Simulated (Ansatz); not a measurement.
# Rh wire along [110], 19 atoms a period: bands along the axis

Aim: is the Rh wire along [110], 19 atoms a period a metal or a semiconductor?

Program: Ansatz 0.2.0. Level of theory: DFT PBE, plane waves, PAW; relaxation of a wire's period; PAW set soft_1, in the first sound run; inputs show where later runs differ. Results are calculated unless marked as measured.

### Step 1. The starting structure

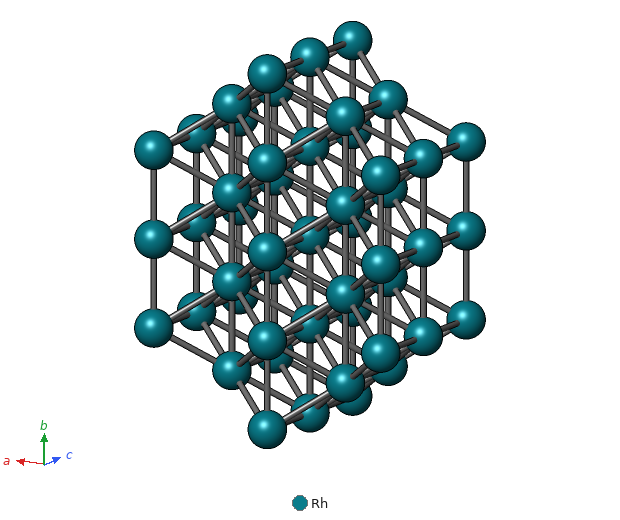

The cell as given, at a slant to the c axis (rhodium blue). 1×1×2 cells are drawn. Some periodic images of atoms are drawn too.

The cell holds 19 atoms: 19 Rh. Cell: a = 14.460 Å, b = 17.633 Å, c = 2.708 Å, α = 90.0°, β = 90.0°, γ = 90.0°. Vacuum lies along a and b. The structure's axis is c.

### Step 2. The relaxed wire

Band widths follow the bond lengths, so the wire is relaxed first. The atoms and the third cell vector are free; the box across stays fixed as vacuum. A Fermi-Dirac smearing is set since the result may be a metal. The pressure printed is a third of the stress's trace over the whole box, vacuum included; only the stress along the axis is relaxed.

The input, input.yaml:

```yaml
crystal:
  lattice:
    - [14.46, 0.0, 0.0]
    - [0.0, 17.633, 0.0]
    - [0.0, 0.0, 2.7082189719]
  atoms:
    - { symbol: Rh, position: [0.235131397, 0.34640838, 0.0] }
    - { symbol: Rh, position: [0.235131397, 0.499996481, 0.0] }
    - { symbol: Rh, position: [0.5, 0.34640838, 0.0] }
    - { symbol: Rh, position: [0.5, 0.19282028, 0.0] }
    - { symbol: Rh, position: [0.5, 0.499996481, 0.0] }
    - { symbol: Rh, position: [0.764868603, 0.34640838, 0.0] }
    - { symbol: Rh, position: [0.764868603, 0.499996481, 0.0] }
    - { symbol: Rh, position: [0.367565698, 0.26961433, 0.5] }
    - { symbol: Rh, position: [0.367565698, 0.423202431, 0.5] }
    - { symbol: Rh, position: [0.367565698, 0.576790531, 0.5] }
    - { symbol: Rh, position: [0.367565698, 0.730378631, 0.5] }
    - { symbol: Rh, position: [0.632434302, 0.26961433, 0.5] }
    - { symbol: Rh, position: [0.632434302, 0.423202431, 0.5] }
    - { symbol: Rh, position: [0.632434302, 0.576790531, 0.5] }
    - { symbol: Rh, position: [0.632434302, 0.730378631, 0.5] }
    - { symbol: Rh, position: [0.235131397, 0.653584581, 0.0] }
    - { symbol: Rh, position: [0.5, 0.653584581, 0.0] }
    - { symbol: Rh, position: [0.5, 0.807172681, 0.0] }
    - { symbol: Rh, position: [0.764868603, 0.653584581, 0.0] }
kpoints:
  mp_grid: { grid: [1, 1, 30] }
scf:
  occupations: { method: fermi_dirac, width: 0.05 }
hamiltonian:
  xc: pbe
  pseudopotentials: { kind: paw, azcp: { folder: soft_1 } }
relax:
  cell: { fix: [a, b, alpha, beta, gamma] }
  max_steps: 45
  f_tol: 0.03
```

Launch:

```bash
$ ansatz run input.yaml --threads 4 --pin off --max-ram 16384MiB --backend cpu --events-out ev --progress --plain --runs-dir out
```

Numbers of over 12 decimals in the logs are rounded to 6 here.

The log of the run:

```text
Engine: ansatz 0.2.0, aarch64-unknown-linux-gnu
Pseudopotentials: kind: paw
Pseudopotential: Rh, paw, valence charge 17, recommended cutoff 420 eV (normal), soft_1/Rh.paw.azcp
Functional definition: PBE
  parameter kappa = 0.804
  parameter beta = 0.066725
  exchange = pbe_x(kappa = kappa, mu = beta*pi^2/3)
  correlation = pbe_c(beta = beta)
Crystal: 19 atoms, lattice volume = 690.523 Å³
Basis set: ecut = 420 eV, 13623 PW (Γ), exchange–correlation on 200×240×40 points (8 copies of the dense FFT grid, shifted against one another)
Bands: 194, of which v1, the nominal top of the filled ones, is band 162 counted from 1 (161 counted from 0)
Symmetry: 8 space group operations
Space group: Pmmm (ITA 47), of the structure as read, at distance tolerance 8.8e-5 Å
k-points: 16 of 30
Non-local potential: Rh, projectors of the file, l = 0: 3, l = 1: 2, l = 2: 2, l = 3: 1
PAW form: soft (Blöchl's): semilocal exchange-correlation on the pseudo side does not see the compensation charge
PAW one-centre angular grid: Rh, 590 points (default); XC on 64 Gauss nodes
Initial density: superposition of atomic densities (neutral atoms: chi_scale 0, normalization atom)
Initial wavefunctions: pseudopotential atomic-orbital guess
Functional: x = pbe(κ = 0.804, μ = 0.219515), c = pbe(β = 0.066725)
SCF iter   1: F=—  HF=-121649.579236 eV  |F-HF|=—  |Δ(HF+E_count)|=         —  Δρ=5.79e-2  dr2=3.39e1  ethr=3.10e-3  ⟨swp⟩=7.1  Hψ=11807  notcnv=0  defer=64
preconditioner: auto → LDOS  [metal: Δε(μ)=0.011 eV  Ē_g=4.956 eV  σ=0.050 eV  W_gap=0.05  n_scr=132 (ndim 8)  ℏωp=18.5 eV  f_vac=0.510  D(μ)=40.90/eV (n_scr^D=446)  β→1.0]
SCF iter   2: F=—  HF=-121654.396844 eV  |F-HF|=—  |Δ(HF+E_count)|=    4.82e0  Δρ=7.25e-2  dr2=4.72e1  ethr=3.10e-3  ⟨swp⟩=3.7  Hψ=8301  notcnv=0  defer=146
SCF iter   3: F=—  HF=-121641.666758 eV  |F-HF|=—  |Δ(HF+E_count)|=    1.27e1  Δρ=1.43e-2  dr2=1.38e0  ethr=3.10e-3  ⟨swp⟩=2.6  Hψ=6807  notcnv=0  defer=178
SCF iter   4: F=—  HF=-121641.329102 eV  |F-HF|=—  |Δ(HF+E_count)|=   3.38e-1  Δρ=2.78e-3  dr2=1.33e-1  ethr=4.26e-4  ⟨swp⟩=3.1  Hψ=6714  notcnv=0  defer=173
SCF iter   5: F=—  HF=-121641.318381 eV  |F-HF|=—  |Δ(HF+E_count)|=   1.07e-2  Δρ=1.21e-3  dr2=1.96e-2  ethr=4.12e-5  ⟨swp⟩=2.6  Hψ=5096  notcnv=0  defer=173
SCF iter   6: F=—  HF=-121641.317293 eV  |F-HF|=—  |Δ(HF+E_count)|=   1.09e-3  Δρ=4.32e-4  dr2=4.26e-3  ethr=6.08e-6  ⟨swp⟩=3.1  Hψ=5320  notcnv=0  defer=169
SCF iter   7: F=—  HF=-121641.317091 eV  |F-HF|=—  |Δ(HF+E_count)|=   2.03e-4  Δρ=1.83e-4  dr2=4.35e-4  ethr=1.32e-6  ⟨swp⟩=2.1  Hψ=4325  notcnv=0  defer=169
SCF iter   8: F=—  HF=-121641.317103 eV  |F-HF|=—  |Δ(HF+E_count)|=   1.20e-5  Δρ=4.11e-5  dr2=3.36e-5  ethr=1.35e-7  ⟨swp⟩=2.0  Hψ=4713  notcnv=0  defer=169
SCF iter   9: F=—  HF=-121641.315796 eV  |F-HF|=—  |Δ(HF+E_count)|=   1.31e-3  Δρ=2.02e-5  dr2=7.33e-6  ethr=1.04e-8  ⟨swp⟩=2.4  Hψ=4458  notcnv=0  defer=169
SCF iter  10: F=—  HF=-121641.315796 eV  |F-HF|=—  |Δ(HF+E_count)|=   6.92e-8  Δρ=8.43e-6  dr2=8.60e-7  ethr=2.27e-9  ⟨swp⟩=2.0  Hψ=4319  notcnv=0  defer=169
SCF iter  11: F=—  HF=-121641.315796 eV  |F-HF|=—  |Δ(HF+E_count)|=   1.32e-7  Δρ=4.18e-6  dr2=2.71e-7  ethr=2.66e-10  ⟨swp⟩=2.0  Hψ=4319  notcnv=0  defer=169
SCF iter  12: F=-121641.315796 eV  HF=-121641.315796 eV  |F-HF|=1.56e-8  |Δ(HF+E_count)|=   1.67e-8  Δρ=1.80e-6  dr2=3.14e-8  ethr=3.10e-11  ⟨swp⟩=4.0  Hψ=8572  notcnv=0
SCF 1 converged in 12 iterations: F = -121641.315796 eV  dr2 = 3.14e-8
  greatest PAW one-centre occupation: 1.000 electrons in one spin orbital (limit 2), on the Rh atom at site 4 (counted from 0), in its partial waves of l = 0
relax step   1: F+E_penalty+E_count = -121641.31579584 eV  Δ(F+E_penalty+E_count) = +0.000e0 eV  max|allowed force component| = 1.064e0 eV/Å  Δτ_max = 0.0000 Å  P = -4.168 GPa  Ω = 690.523 Å³  fix = [a, b, alpha, beta, gamma]  reactions: a -3.694, b -3.999 GPa  (12 SCF iters, dr2 threshold 1.00e-7 eV, accepted)
Crystal: 19 atoms, lattice volume = 668.981 Å³
Basis set: ecut = 420 eV, 13179 PW (Γ), exchange–correlation on 200×240×40 points (8 copies of the dense FFT grid, shifted against one another)
Initial density: handed on by an earlier stage of this run
Initial wavefunctions: those handed on with the density
iter 1 solved again at ethr=2.43e-3 eV; its pass at ethr=3.10e-3 eV (dr2=7.84e0 eV) is discarded
SCF iter   1: F=—  HF=-121641.949409 eV  |F-HF|=—  |Δ(HF+E_count)|=         —  Δρ=1.87e-2  dr2=7.85e0  ethr=2.43e-3  ⟨swp⟩=2.6  Hψ=14962  notcnv=0
preconditioner: auto → LDOS  [metal: Δε(μ)=0.004 eV  Ē_g=5.206 eV  σ=0.050 eV  W_gap=0.02  n_scr=116 (ndim 8)  ℏωp=18.8 eV  f_vac=0.535  D(μ)=36.81/eV (n_scr^D=376)  β→1.0]
SCF iter   2: F=—  HF=-121641.749445 eV  |F-HF|=—  |Δ(HF+E_count)|=   2.00e-1  Δρ=7.79e-3  dr2=3.50e-1  ethr=2.43e-3  ⟨swp⟩=2.0  Hψ=3770  notcnv=0
SCF iter   3: F=—  HF=-121641.726792 eV  |F-HF|=—  |Δ(HF+E_count)|=   2.27e-2  Δρ=5.37e-3  dr2=3.73e-1  ethr=1.08e-4  ⟨swp⟩=3.1  Hψ=5796  notcnv=0  defer=23
SCF iter   4: F=—  HF=-121641.700346 eV  |F-HF|=—  |Δ(HF+E_count)|=   2.64e-2  Δρ=1.42e-3  dr2=2.25e-2  ethr=1.08e-4  ⟨swp⟩=2.0  Hψ=5145  notcnv=0  defer=135
SCF iter   5: F=—  HF=-121641.696549 eV  |F-HF|=—  |Δ(HF+E_count)|=   3.80e-3  Δρ=5.67e-4  dr2=5.27e-3  ethr=6.97e-6  ⟨swp⟩=3.0  Hψ=6369  notcnv=0  defer=147
SCF iter   6: F=—  HF=-121641.695743 eV  |F-HF|=—  |Δ(HF+E_count)|=   8.07e-4  Δρ=2.39e-4  dr2=7.76e-4  ethr=1.63e-6  ⟨swp⟩=2.3  Hψ=4339  notcnv=0  defer=147
SCF iter   7: F=—  HF=-121641.694219 eV  |F-HF|=—  |Δ(HF+E_count)|=   1.52e-3  Δρ=6.88e-5  dr2=7.87e-5  ethr=2.40e-7  ⟨swp⟩=1.9  Hψ=3930  notcnv=0  defer=147
SCF iter   8: F=—  HF=-121641.694219 eV  |F-HF|=—  |Δ(HF+E_count)|=   7.95e-7  Δρ=2.13e-5  dr2=7.30e-6  ethr=2.44e-8  ⟨swp⟩=2.1  Hψ=4281  notcnv=0  defer=147
SCF iter   9: F=-121641.694219 eV  HF=-121641.694220 eV  |F-HF|=9.13e-7  |Δ(HF+E_count)|=   1.07e-6  Δρ=8.37e-6  dr2=1.12e-6  ethr=5.88e-10  ⟨swp⟩=5.0  Hψ=10652  notcnv=0
SCF 2 converged in 9 iterations: F = -121641.694219 eV  dr2 = 1.12e-6
  greatest PAW one-centre occupation: 1.000 electrons in one spin orbital (limit 2), on the Rh atom at site 12 (counted from 0), in its partial waves of l = 0
relax step   2: F+E_penalty+E_count = -121641.69421873 eV  Δ(F+E_penalty+E_count) = -3.784e-1 eV  max|allowed force component| = 5.939e-1 eV/Å  Δτ_max = 0.1998 Å  P = +2.874 GPa  Ω = 668.981 Å³  energy of the carried Pulay correction = +5.207e-3 eV  fix = [a, b, alpha, beta, gamma]  reactions: a +2.722, b +2.306 GPa  (9 SCF iters, dr2 threshold 1.90e-6 eV, accepted)
Crystal: 19 atoms, lattice volume = 676.972 Å³
Basis set: ecut = 420 eV, 13311 PW (Γ), exchange–correlation on 200×240×40 points (8 copies of the dense FFT grid, shifted against one another)
iter 1 solved again at ethr=1.84e-4 eV; its pass at ethr=3.10e-3 eV (dr2=5.93e-1 eV) is discarded
SCF iter   1: F=—  HF=-121641.915655 eV  |F-HF|=—  |Δ(HF+E_count)|=         —  Δρ=5.20e-3  dr2=5.71e-1  ethr=1.84e-4  ⟨swp⟩=3.0  Hψ=14373  notcnv=0
preconditioner: auto → LDOS  [metal: Δε(μ)=0.002 eV  Ē_g=5.028 eV  σ=0.050 eV  W_gap=0.01  n_scr=124 (ndim 8)  ℏωp=18.7 eV  f_vac=0.529  D(μ)=36.76/eV (n_scr^D=372)  β→1.0]
SCF iter   2: F=—  HF=-121641.899148 eV  |F-HF|=—  |Δ(HF+E_count)|=   1.65e-2  Δρ=1.85e-3  dr2=3.05e-2  ethr=1.77e-4  ⟨swp⟩=2.1  Hψ=3586  notcnv=0
SCF iter   3: F=—  HF=-121641.898031 eV  |F-HF|=—  |Δ(HF+E_count)|=   1.12e-3  Δρ=1.21e-3  dr2=1.76e-2  ethr=9.43e-6  ⟨swp⟩=2.0  Hψ=4998  notcnv=0
SCF iter   4: F=—  HF=-121641.896836 eV  |F-HF|=—  |Δ(HF+E_count)|=   1.20e-3  Δρ=3.53e-4  dr2=1.10e-3  ethr=5.44e-6  ⟨swp⟩=2.0  Hψ=4779  notcnv=0
SCF iter   5: F=—  HF=-121641.895209 eV  |F-HF|=—  |Δ(HF+E_count)|=   1.63e-3  Δρ=1.32e-4  dr2=2.44e-4  ethr=3.42e-7  ⟨swp⟩=2.9  Hψ=6249  notcnv=0
SCF iter   6: F=—  HF=-121641.895170 eV  |F-HF|=—  |Δ(HF+E_count)|=   3.92e-5  Δρ=5.62e-5  dr2=4.26e-5  ethr=7.55e-8  ⟨swp⟩=2.5  Hψ=4615  notcnv=0
SCF iter   7: F=—  HF=-121641.895173 eV  |F-HF|=—  |Δ(HF+E_count)|=   2.28e-6  Δρ=1.84e-5  dr2=6.40e-6  ethr=1.32e-8  ⟨swp⟩=1.8  Hψ=3666  notcnv=0
SCF iter   8: F=-121641.895172 eV  HF=-121641.895173 eV  |F-HF|=5.36e-7  |Δ(HF+E_count)|=   1.61e-7  Δρ=6.89e-6  dr2=7.38e-7  ethr=5.88e-10  ⟨swp⟩=4.6  Hψ=10177  notcnv=0
SCF 3 converged in 8 iterations: F = -121641.895172 eV  dr2 = 7.38e-7
  greatest PAW one-centre occupation: 1.000 electrons in one spin orbital (limit 2), on the Rh atom at site 13 (counted from 0), in its partial waves of l = 0
relax step   3: F+E_penalty+E_count = -121641.89517221 eV  Δ(F+E_penalty+E_count) = -2.010e-1 eV  max|allowed force component| = 6.525e-2 eV/Å  Δτ_max = 0.0455 Å  P = +0.161 GPa  Ω = 676.972 Å³  energy of the carried Pulay correction = +3.256e-3 eV  fix = [a, b, alpha, beta, gamma]  reactions: a +0.144, b +0.139 GPa  (8 SCF iters, dr2 threshold 1.90e-6 eV, accepted)
Crystal: 19 atoms, lattice volume = 677.389 Å³
Basis set: ecut = 420 eV, 13319 PW (Γ), exchange–correlation on 200×240×40 points (8 copies of the dense FFT grid, shifted against one another)
iter 1 solved again at ethr=3.70e-6 eV; its pass at ethr=3.10e-3 eV (dr2=1.20e-2 eV) is discarded
SCF iter   1: F=—  HF=-121641.899191 eV  |F-HF|=—  |Δ(HF+E_count)|=         —  Δρ=9.22e-4  dr2=1.17e-2  ethr=3.70e-6  ⟨swp⟩=2.0  Hψ=10407  notcnv=0
preconditioner: auto → LDOS  [metal: Δε(μ)=0.006 eV  Ē_g=5.016 eV  σ=0.050 eV  W_gap=0.03  n_scr=124 (ndim 8)  ℏωp=18.7 eV  f_vac=0.529  D(μ)=37.44/eV (n_scr^D=380)  β→1.0]
SCF iter   2: F=—  HF=-121641.898733 eV  |F-HF|=—  |Δ(HF+E_count)|=   4.58e-4  Δρ=4.12e-4  dr2=8.96e-4  ethr=3.62e-6  ⟨swp⟩=2.0  Hψ=4689  notcnv=0
SCF iter   3: F=—  HF=-121641.898630 eV  |F-HF|=—  |Δ(HF+E_count)|=   1.03e-4  Δρ=2.27e-4  dr2=7.05e-4  ethr=2.77e-7  ⟨swp⟩=2.5  Hψ=5810  notcnv=0
SCF iter   4: F=—  HF=-121641.898592 eV  |F-HF|=—  |Δ(HF+E_count)|=   3.80e-5  Δρ=1.11e-4  dr2=1.77e-4  ethr=2.18e-7  ⟨swp⟩=1.8  Hψ=3667  notcnv=0
SCF iter   5: F=—  HF=-121641.897122 eV  |F-HF|=—  |Δ(HF+E_count)|=   1.47e-3  Δρ=3.33e-5  dr2=1.92e-5  ethr=5.48e-8  ⟨swp⟩=1.9  Hψ=3595  notcnv=0
SCF iter   6: F=—  HF=-121641.897121 eV  |F-HF|=—  |Δ(HF+E_count)|=   3.63e-7  Δρ=1.04e-5  dr2=1.99e-6  ethr=5.94e-9  ⟨swp⟩=2.0  Hψ=4350  notcnv=0
SCF iter   7: F=-121641.897121 eV  HF=-121641.897122 eV  |F-HF|=1.20e-7  |Δ(HF+E_count)|=   1.22e-7  Δρ=2.98e-6  dr2=1.60e-7  ethr=8.24e-11  ⟨swp⟩=3.9  Hψ=12027  notcnv=0
SCF 4 converged in 7 iterations: F = -121641.897121 eV  dr2 = 1.60e-7
relax step   4: F+E_penalty+E_count = -121641.89712140 eV  Δ(F+E_penalty+E_count) = -1.949e-3 eV  max|allowed force component| = 1.715e-2 eV/Å  Δτ_max = 0.0077 Å  P = -0.019 GPa  Ω = 677.389 Å³  energy of the carried Pulay correction = +3.155e-3 eV  fix = [a, b, alpha, beta, gamma]  reactions: a -0.024, b -0.035 GPa  (7 SCF iters, dr2 threshold 2.66e-7 eV, accepted)
Basis set: ecut = 420 eV, 13319 PW (Γ), exchange–correlation on 200×240×36 points (8 copies of the dense FFT grid, shifted against one another)
Initial wavefunctions: pseudopotential atomic-orbital guess (no wavefunctions were taken with the density)
iter 1 solved again at ethr=3.61e-7 eV; its pass at ethr=3.10e-3 eV (dr2=1.17e-3 eV) is discarded
SCF iter   1: F=—  HF=-121641.894351 eV  |F-HF|=—  |Δ(HF+E_count)|=         —  Δρ=4.37e-5  dr2=2.57e-6  ethr=3.61e-7  ⟨swp⟩=5.2  Hψ=22932  notcnv=0  defer=1
preconditioner: auto → LDOS  [metal: Δε(μ)=0.003 eV  Ē_g=5.018 eV  σ=0.050 eV  W_gap=0.02  n_scr=124 (ndim 8)  ℏωp=18.7 eV  f_vac=0.528  D(μ)=37.44/eV (n_scr^D=380)  β→1.0]
SCF iter   2: F=—  HF=-121641.893426 eV  |F-HF|=—  |Δ(HF+E_count)|=   9.26e-4  Δρ=1.80e-5  dr2=1.35e-6  ethr=7.94e-10  ⟨swp⟩=3.1  Hψ=7194  notcnv=0
SCF iter   3: F=—  HF=-121641.893425 eV  |F-HF|=—  |Δ(HF+E_count)|=   3.73e-7  Δρ=5.48e-6  dr2=1.85e-7  ethr=4.17e-10  ⟨swp⟩=2.0  Hψ=5672  notcnv=0
SCF iter   4: F=—  HF=-121641.893425 eV  |F-HF|=—  |Δ(HF+E_count)|=   3.01e-8  Δρ=1.37e-6  dr2=1.14e-8  ethr=5.74e-11  ⟨swp⟩=2.4  Hψ=5613  notcnv=0
SCF iter   5: F=—  HF=-121641.893425 eV  |F-HF|=—  |Δ(HF+E_count)|=  1.75e-10  Δρ=4.50e-7  dr2=2.49e-9  ethr=3.54e-12  ⟨swp⟩=2.9  Hψ=5404  notcnv=0
SCF iter   6: F=—  HF=-121641.893425 eV  |F-HF|=—  |Δ(HF+E_count)|=  2.04e-10  Δρ=2.12e-7  dr2=3.91e-10  ethr=1.00e-12  ⟨swp⟩=2.1  Hψ=4369  notcnv=0
SCF iter   7: F=-121641.893425 eV  HF=-121641.893425 eV  |F-HF|=4.95e-10  |Δ(HF+E_count)|=  1.16e-10  Δρ=8.11e-8  dr2=1.07e-10  ethr=1.00e-12  ⟨swp⟩=5.0  Hψ=10836  notcnv=0
SCF 5 converged in 7 iterations: F = -121641.893425 eV  dr2 = 1.07e-10
relax step   5: F+E_penalty+E_count = -121641.89342512 eV  Δ(F+E_penalty+E_count) = +3.696e-3 eV  max|allowed force component| = 1.706e-2 eV/Å  Δτ_max = 0.0000 Å  P = -0.011 GPa  Ω = 677.389 Å³  fix = [a, b, alpha, beta, gamma]  reactions: a -0.017, b -0.028 GPa  stress off target by 1.20e-2 GPa on what of the cell is left free  SCF on the basis re-selected at this cell (its energy is not comparable with the rows above)  (7 SCF iters)
basis re-selected at this cell: Δ(F+E_penalty+E_count) = +3.696e-3 eV, ΔP = +0.008 GPa vs the last step (what re-selecting the basis moved, of the pressure what is left beyond the Pulay correction that the steps carried, after the strain that the cell walked since its last selection, with what the two solves' SCF thresholds leave and, on support functions, any second-order correction that the steps lacked; it is no measure of the basis error at this ecutwfc). The dense FFT grid was sized anew with the basis: this SCF ran on 100×120×18 points, the steps before it on 100×120×20, so part of this shift can come from that change (see relax.cell in the input reference). [rest of the remark cut]
SCF converged after 7 iterations
Free energy (F): -121641.893425 eV
Harris-Foulkes:  -121641.893425 eV  (|F-HF|=4.95e-10)
Internal energy: -121641.588685 eV  (E = F + TS)
E sigma→0 (E₀):  -121641.741055 eV
Entropy (-TS):   -0.304740 eV (-16.039 meV/atom)
Fermi energy:    5.690473 eV
--- Per-component energies (eV) ---
  E_band       = -6896.852822
  E_kinetic    = 10195.782478
  E_local      = -254310.673731  (includes V_loc(G=0)·N_el)
  E_nonlocal   = 5689.999672
  E_hartree    = 120907.504133
  E_xc         = -3815.239367
  E_vxc        = -4784.859867  (∫ρ·V_xc dr)
  E_paw        = -68471.631540  (= ΣΔE_a)
  E_vpaw       = -5502.111359  (= ΣTr[D̂ρ^β])
  E_aug_tail   = 0.000479  (compensation charges beyond the density's cutoff)
  E_ewald      = 68162.669191
  E_smearing   = -0.304740  (= −TS)
  E_closure    = -0.000000  (closes the sum)
  Σ components = -121641.893425   (vs F -121641.893425, Δ=0.00e0)
--- Forces (eV/Å), atoms counted from 1 ---
  atom   1  Rh     0.00470908     0.00129378    -0.00000000
  atom   2  Rh    -0.00791556    -0.00000000     0.00000000
  atom   3  Rh    -0.00000000     0.01706217     0.00000000
  atom   4  Rh    -0.00000000     0.01529462     0.00000000
  atom   5  Rh     0.00000000     0.00000000     0.00000000
  atom   6  Rh    -0.00470908     0.00129378     0.00000000
  atom   7  Rh     0.00791556     0.00000000    -0.00000000
  atom   8  Rh    -0.01422879    -0.01338573     0.00000000
  atom   9  Rh     0.00119657     0.00317331    -0.00000000
  atom  10  Rh     0.00119657    -0.00317331    -0.00000000
  atom  11  Rh    -0.01422879     0.01338573     0.00000000
  atom  12  Rh     0.01422879    -0.01338573    -0.00000000
  atom  13  Rh    -0.00119657     0.00317331     0.00000000
  atom  14  Rh    -0.00119657    -0.00317331     0.00000000
  atom  15  Rh     0.01422879     0.01338573    -0.00000000
  atom  16  Rh     0.00470908    -0.00129378    -0.00000000
  atom  17  Rh     0.00000000    -0.01706217    -0.00000000
  atom  18  Rh     0.00000000    -0.01529462    -0.00000000
  atom  19  Rh    -0.00470908    -0.00129378     0.00000000
  max |Σ_I F_I| component: 6.29e-18 eV/Å
--- Stress (GPa, compression-positive) ---
       -0.017260       0.000000       0.000000
        0.000000      -0.028407       0.000000
        0.000000       0.000000       0.011967
  P = ⅓ Tr σ = -0.0112 GPa (-0.112 kbar)
--- Relaxed structure (4 steps of the walk, 4 accepted, 1 SCFs on fresh bases) ---
  F+E_penalty+E_count = -121641.89342512 eV   max|allowed force component| = 1.706e-2 eV/Å   (the final SCF, on the basis selected at the relaxed cell)
  cell:  # Å, volume = 677.3892 Å³
    - [14.46, 0, 0]
    - [0, 17.633, 0]
    - [0, 0, 2.656708]
  atoms:
    - { symbol: Rh, position: [0.240559, 0.348792, 8.601016911723682e-19] }
    - { symbol: Rh, position: [0.237553, 0.5, 0] }
    - { symbol: Rh, position: [0.500000, 0.348637, 8.043781424545528e-19] }
    - { symbol: Rh, position: [0.500000, 0.201333, 3.0753636187517444e-18] }
    - { symbol: Rh, position: [0.500000, 0.5, 0] }
    - { symbol: Rh, position: [0.759441, 0.348792, 8.601016911723669e-19] }
    - { symbol: Rh, position: [0.762447, 0.5, 0] }
    - { symbol: Rh, position: [0.367692, 0.272542, 0.5] }
    - { symbol: Rh, position: [0.367784, 0.424388, 0.5] }
    - { symbol: Rh, position: [0.367784, 0.575612, 0.5] }
    - { symbol: Rh, position: [0.367692, 0.727458, 0.5] }
    - { symbol: Rh, position: [0.632308, 0.272542, 0.5] }
    - { symbol: Rh, position: [0.632216, 0.424388, 0.5] }
    - { symbol: Rh, position: [0.632216, 0.575612, 0.5] }
    - { symbol: Rh, position: [0.632308, 0.727458, 0.5] }
    - { symbol: Rh, position: [0.240559, 0.651208, -8.601016911723666e-19] }
    - { symbol: Rh, position: [0.500000, 0.651363, -8.04378142454553e-19] }
    - { symbol: Rh, position: [0.500000, 0.798667, -3.0753636187517444e-18] }
    - { symbol: Rh, position: [0.759441, 0.651208, -8.601016911723683e-19] }
```

Elapsed: 3.5 min, on 4 threads of Arm Neoverse V2, shared host; peak memory 3.3 GiB; 14 min of CPU time.

(Part 1 of 2 ends here.)

[Logs are printed without paths, hosts, clocks, repeated set-up lines and the standing remarks that a program may print on its own settings, such as how far it seeks lower states.]

[Hosts, paths, dates, database ids (printed as entryN), source tags and the programs' standing remarks are cut or masked in the printed files.]
